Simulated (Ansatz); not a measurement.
**CuHCl (charge +1): molecular dynamics (part 1 of 2)**

- system: CuHCl, charge +1
- method: RKS PBE-D4/def2-mTZVP (Ansatz 0.2.0)

Figures and captions count atoms from 1; the log counts them from 0 in places.

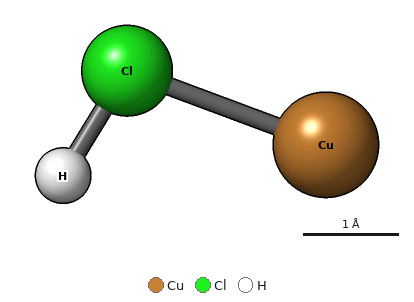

*The input geometry (ball-and-stick view, seen on its broad side). Sticks mark near contacts.*

Bond lengths as drawn: Cl–Cu 2.24 Å and Cl–H 1.29 Å.

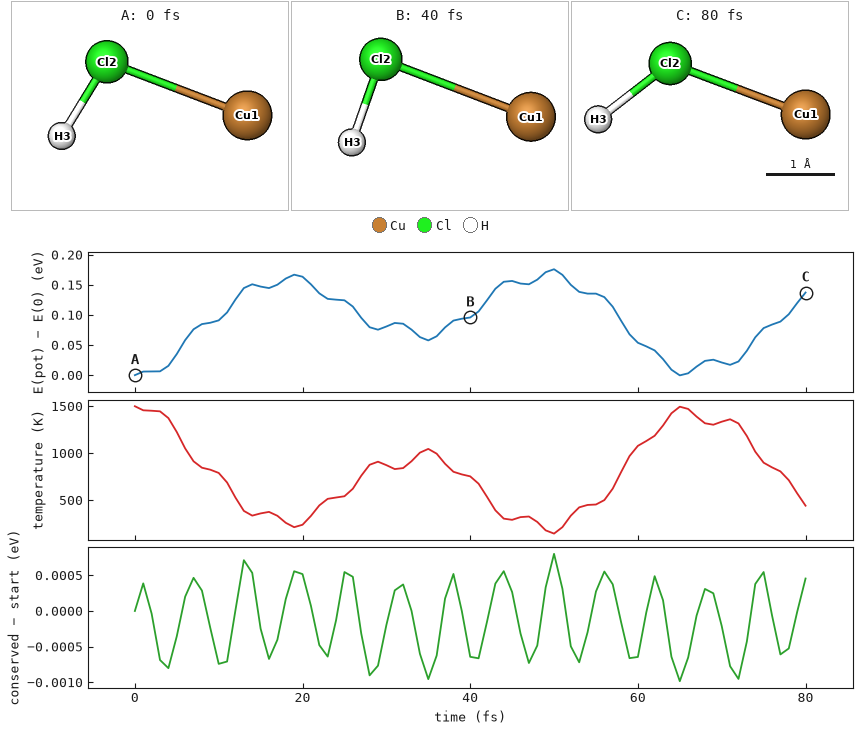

*Frames of the molecular dynamics (ball-and-stick, seen on its broad side) above the curves, on which the letters mark them.*

The trajectory kept here has 81 frames over 80 fs. The temperature starts at 1500 K, ranges from 145 to 1500 K and averages 794 K over the second half. The potential energy ends 0.137 eV above its first value. The conserved quantity stays within 0.0018 eV. After an unweighted best fit of the last frame on the first, the root-mean-square displacement is 0.18 Å.

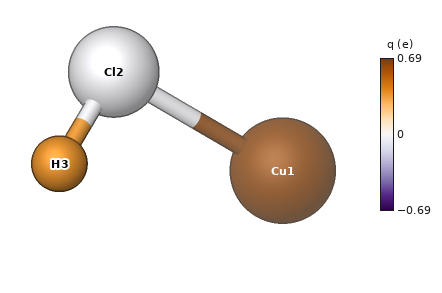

*Mulliken charges, as the colour of each atom (ball-and-stick view, seen at a tilt; atoms are numbered from 1 in the order of the input).*

By element: Cu +0.66, Cl −0.03 and H +0.37 e.

These pictures come from the run below.

The input
```yaml
crystal:
  periodic: [false, false, false]
  atoms:
    - {symbol: Cu, position_ang: [0.044312, -0.007562, -1.628115]}
    - {symbol: Cl, position_ang: [0.558160, -0.095510, 0.546500]}
    - {symbol: H, position_ang: [-0.602470, 0.103072, 1.081615]}
basis:
  gaussian: {orbitals: def2-mTZVP}
total_charge: 1
hamiltonian: {xc: pbe, dispersion: d4}
md: {n_steps: 80, timestep: 1.0, temperature: 1500, ensemble: nve, seed: 384, initial_velocities: maxwell_boltzmann}
```

Launch command:
```bash
ansatz run in.yaml --threads 2 --pin off --events-out ev --progress --plain --max-ram 5222MiB
```

Log
```
Functional definition: PBE
  name "PBE"
  cite "Perdew, Burke & Ernzerhof, Phys. Rev. Lett. 77, 3865 (1996) doi:10.1103/PhysRevLett.77.3865"
  parent pbe
  parameter kappa = 0.804
  parameter beta = 0.06672455060314922
  exchange = pbe_x(kappa = kappa, mu = beta*pi^2/3)
  correlation = pbe_c(beta = beta)
652 factors; their error is unknown
mean field evaluation 1: about -57138.2820 eV, gradient 1.7e2 eV
mean field evaluation 2: about -56306.9682 eV, gradient 5.5e2 eV
mean field evaluation 4: about -57149.9873 eV, gradient 8.2e1 eV
mean field evaluation 8: about -57160.5543 eV, gradient 1.8e0 eV
mean field evaluation 16: about -57160.5260 eV, gradient 8.7e-5 eV
mean field -57160.52595747 eV, -2100.6105841411 hartree, gradient 1.3e-5 eV, S^2 0.000000; 0 other end points of the search recorded, 0 dependent functions left out
the calculation of the forces begins
reference -57160.52600129 eV, -2100.6105857514 hartree; 23, 23 occupied and 35, 35 virtual orbitals, 652 factors
md step     0: t =     0.00 fs  T =  1500.0 K  F+E_penalty+E_count = -57160.56250013 eV  E_kin = 0.193890 eV  conserved = -57160.36861013 eV  (30 SCF iters)
these checks for a lower state are left out or cut short: starts, cluster_reference, orbital_swaps, neighbouring_geometries, increment
652 factors; their error is unknown
mean field -57160.52004261 eV, -2100.6103667737 hartree, gradient 5.8e-5 eV, S^2 0.000000; 0 other end points of the search recorded, 0 dependent functions left out
the calculation of the forces begins
reference -57160.52008641 eV, -2100.6103683835 hartree; 23, 23 occupied and 35, 35 virtual orbitals, 652 factors
md step     1: t =     1.00 fs  T =  1456.6 K  F+E_penalty+E_count = -57160.55650733 eV  E_kin = 0.188284 eV  conserved = -57160.36822325 eV  (25 SCF iters, 3 dispersion substeps)
[... from here on the SCF iterations and repeated set-up lines of each step are left out, up to the last step ...]
md step     2: t =     2.00 fs  T =  1452.0 K  F+E_penalty+E_count = -57160.55632711 eV  E_kin = 0.187680 eV  conserved = -57160.36864731 eV  (25 SCF iters, 3 dispersion substeps)
md step     3: t =     3.00 fs  T =  1445.6 K  F+E_penalty+E_count = -57160.55615371 eV  E_kin = 0.186857 eV  conserved = -57160.36929699 eV  (25 SCF iters, 3 dispersion substeps)
md step     4: t =     4.00 fs  T =  1373.7 K  F+E_penalty+E_count = -57160.54697868 eV  E_kin = 0.177568 eV  conserved = -57160.36941089 eV  (25 SCF iters, 3 dispersion substeps)
md step     5: t =     5.00 fs  T =  1225.5 K  F+E_penalty+E_count = -57160.52736895 eV  E_kin = 0.158405 eV  conserved = -57160.36896420 eV  (25 SCF iters, 3 dispersion substeps)
md step     6: t =     6.00 fs  T =  1050.9 K  F+E_penalty+E_count = -57160.50424404 eV  E_kin = 0.135835 eV  conserved = -57160.36840918 eV  (25 SCF iters, 3 dispersion substeps)
md step     7: t =     7.00 fs  T =   914.0 K  F+E_penalty+E_count = -57160.48628325 eV  E_kin = 0.118139 eV  conserved = -57160.36814452 eV  (25 SCF iters, 3 dispersion substeps)
md step     8: t =     8.00 fs  T =   845.7 K  F+E_penalty+E_count = -57160.47764195 eV  E_kin = 0.109318 eV  conserved = -57160.36832437 eV  (25 SCF iters, 3 dispersion substeps)
md step     9: t =     9.00 fs  T =   824.6 K  F+E_penalty+E_count = -57160.47543287 eV  E_kin = 0.106584 eV  conserved = -57160.36884886 eV  (25 SCF iters, 3 dispersion substeps)
md step    10: t =    10.00 fs  T =   790.1 K  F+E_penalty+E_count = -57160.47148322 eV  E_kin = 0.102132 eV  conserved = -57160.36935139 eV  (25 SCF iters, 3 dispersion substeps)
md step    11: t =    11.00 fs  T =   688.5 K  F+E_penalty+E_count = -57160.45831118 eV  E_kin = 0.088994 eV  conserved = -57160.36931764 eV  (25 SCF iters, 3 dispersion substeps)
md step    12: t =    12.00 fs  T =   527.7 K  F+E_penalty+E_count = -57160.43681227 eV  E_kin = 0.068215 eV  conserved = -57160.36859732 eV  (26 SCF iters, 3 dispersion substeps)
md step    13: t =    13.00 fs  T =   386.2 K  F+E_penalty+E_count = -57160.41781844 eV  E_kin = 0.049921 eV  conserved = -57160.36789783 eV  (27 SCF iters, 3 dispersion substeps)
md step    14: t =    14.00 fs  T =   335.9 K  F+E_penalty+E_count = -57160.41149558 eV  E_kin = 0.043420 eV  conserved = -57160.36807573 eV  (27 SCF iters, 3 dispersion substeps)
md step    15: t =    15.00 fs  T =   359.5 K  F+E_penalty+E_count = -57160.41533281 eV  E_kin = 0.046475 eV  conserved = -57160.36885781 eV  (27 SCF iters, 3 dispersion substeps)
md step    16: t =    16.00 fs  T =   375.6 K  F+E_penalty+E_count = -57160.41783725 eV  E_kin = 0.048556 eV  conserved = -57160.36928165 eV  (27 SCF iters, 3 dispersion substeps)
md step    17: t =    17.00 fs  T =   334.3 K  F+E_penalty+E_count = -57160.41222622 eV  E_kin = 0.043213 eV  conserved = -57160.36901347 eV  (27 SCF iters, 3 dispersion substeps)
md step    18: t =    18.00 fs  T =   259.4 K  F+E_penalty+E_count = -57160.40197545 eV  E_kin = 0.033533 eV  conserved = -57160.36844223 eV  (27 SCF iters, 3 dispersion substeps)
md step    19: t =    19.00 fs  T =   212.8 K  F+E_penalty+E_count = -57160.39555819 eV  E_kin = 0.027505 eV  conserved = -57160.36805271 eV  (27 SCF iters, 3 dispersion substeps)
md step    20: t =    20.00 fs  T =   238.8 K  F+E_penalty+E_count = -57160.39895777 eV  E_kin = 0.030865 eV  conserved = -57160.36809255 eV  (27 SCF iters, 3 dispersion substeps)
md step    21: t =    21.00 fs  T =   332.9 K  F+E_penalty+E_count = -57160.41156215 eV  E_kin = 0.043025 eV  conserved = -57160.36853668 eV  (27 SCF iters, 3 dispersion substeps)
md step    22: t =    22.00 fs  T =   444.6 K  F+E_penalty+E_count = -57160.42655913 eV  E_kin = 0.057471 eV  conserved = -57160.36908788 eV  (31 SCF iters, 3 dispersion substeps)
md step    23: t =    23.00 fs  T =   514.5 K  F+E_penalty+E_count = -57160.43575426 eV  E_kin = 0.066505 eV  conserved = -57160.36924932 eV  (27 SCF iters, 3 dispersion substeps)
md step    24: t =    24.00 fs  T =   528.6 K  F+E_penalty+E_count = -57160.43706927 eV  E_kin = 0.068330 eV  conserved = -57160.36873945 eV  (28 SCF iters, 3 dispersion substeps)
md step    25: t =    25.00 fs  T =   542.0 K  F+E_penalty+E_count = -57160.43812787 eV  E_kin = 0.070064 eV  conserved = -57160.36806425 eV  (27 SCF iters, 3 dispersion substeps)
md step    26: t =    26.00 fs  T =   621.8 K  F+E_penalty+E_count = -57160.44851062 eV  E_kin = 0.080380 eV  conserved = -57160.36813062 eV  (26 SCF iters, 3 dispersion substeps)
md step    27: t =    27.00 fs  T =   760.2 K  F+E_penalty+E_count = -57160.46718884 eV  E_kin = 0.098265 eV  conserved = -57160.36892410 eV  (26 SCF iters, 3 dispersion substeps)
md step    28: t =    28.00 fs  T =   876.9 K  F+E_penalty+E_count = -57160.48285390 eV  E_kin = 0.113342 eV  conserved = -57160.36951200 eV  (26 SCF iters, 3 dispersion substeps)
md step    29: t =    29.00 fs  T =   909.8 K  F+E_penalty+E_count = -57160.48697638 eV  E_kin = 0.117600 eV  conserved = -57160.36937631 eV  (26 SCF iters, 3 dispersion substeps)
md step    30: t =    30.00 fs  T =   873.0 K  F+E_penalty+E_count = -57160.48165480 eV  E_kin = 0.112848 eV  conserved = -57160.36880675 eV  (25 SCF iters, 3 dispersion substeps)
md step    31: t =    31.00 fs  T =   831.3 K  F+E_penalty+E_count = -57160.47576873 eV  E_kin = 0.107448 eV  conserved = -57160.36832079 eV  (25 SCF iters, 3 dispersion substeps)
md step    32: t =    32.00 fs  T =   841.8 K  F+E_penalty+E_count = -57160.47705363 eV  E_kin = 0.108815 eV  conserved = -57160.36823847 eV  (26 SCF iters, 3 dispersion substeps)
md step    33: t =    33.00 fs  T =   914.7 K  F+E_penalty+E_count = -57160.48684358 eV  E_kin = 0.118235 eV  conserved = -57160.36860847 eV  (26 SCF iters, 3 dispersion substeps)
md step    34: t =    34.00 fs  T =  1005.9 K  F+E_penalty+E_count = -57160.49923454 eV  E_kin = 0.130026 eV  conserved = -57160.36920903 eV  (26 SCF iters, 3 dispersion substeps)
md step    35: t =    35.00 fs  T =  1046.0 K  F+E_penalty+E_count = -57160.50476744 eV  E_kin = 0.135203 eV  conserved = -57160.36956469 eV  (27 SCF iters, 3 dispersion substeps)
md step    36: t =    36.00 fs  T =   995.2 K  F+E_penalty+E_count = -57160.49786894 eV  E_kin = 0.128635 eV  conserved = -57160.36923436 eV  (26 SCF iters, 3 dispersion substeps)
md step    37: t =    37.00 fs  T =   887.4 K  F+E_penalty+E_count = -57160.48314631 eV  E_kin = 0.114711 eV  conserved = -57160.36843495 eV  (27 SCF iters, 3 dispersion substeps)
md step    38: t =    38.00 fs  T =   802.5 K  F+E_penalty+E_count = -57160.47181737 eV  E_kin = 0.103726 eV  conserved = -57160.36809089 eV  (25 SCF iters, 3 dispersion substeps)
md step    39: t =    39.00 fs  T =   774.5 K  F+E_penalty+E_count = -57160.46871903 eV  E_kin = 0.100108 eV  conserved = -57160.36861092 eV  (26 SCF iters, 3 dispersion substeps)
md step    40: t =    40.00 fs  T =   753.8 K  F+E_penalty+E_count = -57160.46668306 eV  E_kin = 0.097431 eV  conserved = -57160.36925239 eV  (26 SCF iters, 3 dispersion substeps)
md step    41: t =    41.00 fs  T =   675.6 K  F+E_penalty+E_count = -57160.45659997 eV  E_kin = 0.087327 eV  conserved = -57160.36927304 eV  (27 SCF iters, 3 dispersion substeps)
md step    42: t =    42.00 fs  T =   536.7 K  F+E_penalty+E_count = -57160.43812918 eV  E_kin = 0.069368 eV  conserved = -57160.36876165 eV  (27 SCF iters, 3 dispersion substeps)
md step    43: t =    43.00 fs  T =   392.5 K  F+E_penalty+E_count = -57160.41895768 eV  E_kin = 0.050732 eV  conserved = -57160.36822608 eV  (26 SCF iters, 3 dispersion substeps)
md step    44: t =    44.00 fs  T =   303.9 K  F+E_penalty+E_count = -57160.40733980 eV  E_kin = 0.039288 eV  conserved = -57160.36805211 eV  (27 SCF iters, 3 dispersion substeps)
md step    45: t =    45.00 fs  T =   291.1 K  F+E_penalty+E_count = -57160.40597612 eV  E_kin = 0.037631 eV  conserved = -57160.36834485 eV  (26 SCF iters, 3 dispersion substeps)
md step    46: t =    46.00 fs  T =   320.1 K  F+E_penalty+E_count = -57160.41030317 eV  E_kin = 0.041378 eV  conserved = -57160.36892501 eV  (31 SCF iters, 3 dispersion substeps)
md step    47: t =    47.00 fs  T =   326.4 K  F+E_penalty+E_count = -57160.41153123 eV  E_kin = 0.042192 eV  conserved = -57160.36933922 eV  (28 SCF iters, 3 dispersion substeps)
md step    48: t =    48.00 fs  T =   268.8 K  F+E_penalty+E_count = -57160.40383534 eV  E_kin = 0.034741 eV  conserved = -57160.36909429 eV  (28 SCF iters, 3 dispersion substeps)
md step    49: t =    49.00 fs  T =   179.1 K  F+E_penalty+E_count = -57160.39143081 eV  E_kin = 0.023152 eV  conserved = -57160.36827891 eV  (28 SCF iters, 3 dispersion substeps)
md step    50: t =    50.00 fs  T =   144.7 K  F+E_penalty+E_count = -57160.38650870 eV  E_kin = 0.018700 eV  conserved = -57160.36780896 eV  (28 SCF iters, 3 dispersion substeps)
md step    51: t =    51.00 fs  T =   213.4 K  F+E_penalty+E_count = -57160.39588164 eV  E_kin = 0.027583 eV  conserved = -57160.36829894 eV  (28 SCF iters, 3 dispersion substeps)
md step    52: t =    52.00 fs  T =   335.3 K  F+E_penalty+E_count = -57160.41245021 eV  E_kin = 0.043345 eV  conserved = -57160.36910491 eV  (28 SCF iters, 3 dispersion substeps)
md step    53: t =    53.00 fs  T =   424.0 K  F+E_penalty+E_count = -57160.42413818 eV  E_kin = 0.054810 eV  conserved = -57160.36932863 eV  (28 SCF iters, 3 dispersion substeps)
md step    54: t =    54.00 fs  T =   449.6 K  F+E_penalty+E_count = -57160.42702632 eV  E_kin = 0.058119 eV  conserved = -57160.36890758 eV  (28 SCF iters, 3 dispersion substeps)
md step    55: t =    55.00 fs  T =   454.2 K  F+E_penalty+E_count = -57160.42704212 eV  E_kin = 0.058705 eV  conserved = -57160.36833673 eV  (26 SCF iters, 3 dispersion substeps)
md step    56: t =    56.00 fs  T =   501.2 K  F+E_penalty+E_count = -57160.43283789 eV  E_kin = 0.064781 eV  conserved = -57160.36805691 eV  (26 SCF iters, 3 dispersion substeps)
md step    57: t =    57.00 fs  T =   623.1 K  F+E_penalty+E_count = -57160.44878054 eV  E_kin = 0.080544 eV  conserved = -57160.36823641 eV  (26 SCF iters, 3 dispersion substeps)
md step    58: t =    58.00 fs  T =   799.3 K  F+E_penalty+E_count = -57160.47208559 eV  E_kin = 0.103318 eV  conserved = -57160.36876729 eV  (26 SCF iters, 3 dispersion substeps)
md step    59: t =    59.00 fs  T =   969.4 K  F+E_penalty+E_count = -57160.49457088 eV  E_kin = 0.125300 eV  conserved = -57160.36927124 eV  (25 SCF iters, 3 dispersion substeps)
md step    60: t =    60.00 fs  T =  1078.5 K  F+E_penalty+E_count = -57160.50865942 eV  E_kin = 0.139405 eV  conserved = -57160.36925422 eV  (26 SCF iters, 3 dispersion substeps)
md step    61: t =    61.00 fs  T =  1129.6 K  F+E_penalty+E_count = -57160.51463838 eV  E_kin = 0.146008 eV  conserved = -57160.36863053 eV  (26 SCF iters, 3 dispersion substeps)
md step    62: t =    62.00 fs  T =  1185.6 K  F+E_penalty+E_count = -57160.52137203 eV  E_kin = 0.153250 eV  conserved = -57160.36812229 eV  (26 SCF iters, 3 dispersion substeps)
md step    63: t =    63.00 fs  T =  1295.2 K  F+E_penalty+E_count = -57160.53587168 eV  E_kin = 0.167413 eV  conserved = -57160.36845872 eV  (25 SCF iters, 3 dispersion substeps)
md step    64: t =    64.00 fs  T =  1424.7 K  F+E_penalty+E_count = -57160.55340404 eV  E_kin = 0.184153 eV  conserved = -57160.36925127 eV  (25 SCF iters, 3 dispersion substeps)
md step    65: t =    65.00 fs  T =  1495.0 K  F+E_penalty+E_count = -57160.56284236 eV  E_kin = 0.193248 eV  conserved = -57160.36959418 eV  (25 SCF iters, 3 dispersion substeps)
md step    66: t =    66.00 fs  T =  1470.9 K  F+E_penalty+E_count = -57160.55939355 eV  E_kin = 0.190132 eV  conserved = -57160.36926113 eV  (25 SCF iters, 3 dispersion substeps)
md step    67: t =    67.00 fs  T =  1389.6 K  F+E_penalty+E_count = -57160.54828883 eV  E_kin = 0.179614 eV  conserved = -57160.36867508 eV  (25 SCF iters, 3 dispersion substeps)
md step    68: t =    68.00 fs  T =  1318.8 K  F+E_penalty+E_count = -57160.53876598 eV  E_kin = 0.170465 eV  conserved = -57160.36830140 eV  (25 SCF iters, 3 dispersion substeps)
md step    69: t =    69.00 fs  T =  1303.1 K  F+E_penalty+E_count = -57160.53680053 eV  E_kin = 0.168439 eV  conserved = -57160.36836169 eV  (25 SCF iters, 3 dispersion substeps)
md step    70: t =    70.00 fs  T =  1335.3 K  F+E_penalty+E_count = -57160.54142374 eV  E_kin = 0.172604 eV  conserved = -57160.36881958 eV  (31 SCF iters, 3 dispersion substeps)
md step    71: t =    71.00 fs  T =  1361.3 K  F+E_penalty+E_count = -57160.54534557 eV  E_kin = 0.175962 eV  conserved = -57160.36938362 eV  (26 SCF iters, 3 dispersion substeps)
md step    72: t =    72.00 fs  T =  1316.8 K  F+E_penalty+E_count = -57160.53976736 eV  E_kin = 0.170205 eV  conserved = -57160.36956239 eV  (26 SCF iters, 3 dispersion substeps)
md step    73: t =    73.00 fs  T =  1183.1 K  F+E_penalty+E_count = -57160.52196252 eV  E_kin = 0.152926 eV  conserved = -57160.36903676 eV  (26 SCF iters, 3 dispersion substeps)
md step    74: t =    74.00 fs  T =  1016.5 K  F+E_penalty+E_count = -57160.49962140 eV  E_kin = 0.131389 eV  conserved = -57160.36823209 eV  (25 SCF iters, 3 dispersion substeps)
md step    75: t =    75.00 fs  T =   899.1 K  F+E_penalty+E_count = -57160.48428388 eV  E_kin = 0.116220 eV  conserved = -57160.36806382 eV  (25 SCF iters, 3 dispersion substeps)
md step    76: t =    76.00 fs  T =   849.2 K  F+E_penalty+E_count = -57160.47844181 eV  E_kin = 0.109771 eV  conserved = -57160.36867057 eV  (26 SCF iters, 3 dispersion substeps)
md step    77: t =    77.00 fs  T =   806.8 K  F+E_penalty+E_count = -57160.47350240 eV  E_kin = 0.104284 eV  conserved = -57160.36921860 eV  (27 SCF iters, 3 dispersion substeps)
md step    78: t =    78.00 fs  T =   713.0 K  F+E_penalty+E_count = -57160.46129458 eV  E_kin = 0.092159 eV  conserved = -57160.36913549 eV  (26 SCF iters, 3 dispersion substeps)
md step    79: t =    79.00 fs  T =   573.0 K  F+E_penalty+E_count = -57160.44269009 eV  E_kin = 0.074067 eV  conserved = -57160.36862289 eV  (27 SCF iters, 3 dispersion substeps)
these checks for a lower state are left out or cut short: starts, cluster_reference, orbital_swaps, neighbouring_geometries, increment
652 factors; their error is unknown
mean field -57160.38928817 eV, -2100.6055616368 hartree, gradient 6.5e-5 eV, S^2 0.000000; 0 other end points of the search recorded, 0 dependent functions left out
the calculation of the forces begins
reference -57160.38933357 eV, -2100.6055633053 hartree; 23, 23 occupied and 35, 35 virtual orbitals, 652 factors
652 factors; their error is unknown
mean field evaluation 576: about -57160.3893 eV, gradient 1.7e-3 eV
mean field -57160.38928817 eV, -2100.6055616368 hartree, gradient 6.5e-5 eV, S^2 0.000000; 1 other end points of the search recorded, 0 dependent functions left out
the calculation of the forces begins
reference -57160.38933357 eV, -2100.6055633053 hartree; 23, 23 occupied and 35, 35 virtual orbitals, 652 factors
md step    80: t =    80.00 fs  T =   441.6 K  F+E_penalty+E_count = -57160.42523680 eV  E_kin = 0.057082 eV  conserved = -57160.36815530 eV  (31 SCF iters, 3 dispersion substeps)
Total energy: -57160.42528220 eV, -2100.6068843930 hartree
Atom 0 at     0.054507    -0.009307    -1.604116 Å, force    -0.375793     0.064305    -0.427076 eV/Å
Atom 1 at     0.534526    -0.091465     0.492850 Å, force     0.051799    -0.008880     1.370528 eV/Å
Atom 2 at    -0.414010     0.070821     1.455454 Å, force     0.323994    -0.055425    -0.943453 eV/Å
Dipole moment:    -0.303415     0.051917    -0.074735 e Å
```
